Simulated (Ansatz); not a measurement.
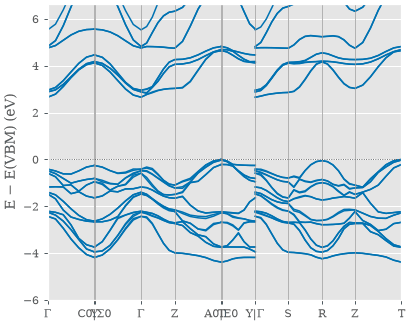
Fig. 1. Band structure from r²SCAN with spin–orbit coupling (plane waves, PAW; program Ansatz)

Question: Read off the gap and where the band edges lie.

Answer: About 2.7 eV (2.65 eV by a search for the band edges); maximum at T, minimum at Γ.

The material is BaTiO₃ in space group Amm2 (No. 38; Ba on 2a, Ti on 2b, O on 4e, O on 2a).

This is a known low-temperature phase of the composition, computed here at zero pressure and temperature. The r²SCAN relaxation kept the symmetry of its start; whether a distortion lowers the energy is not shown. The run is not spin-polarised.

Potentials: the later of the program's two PAW sets.
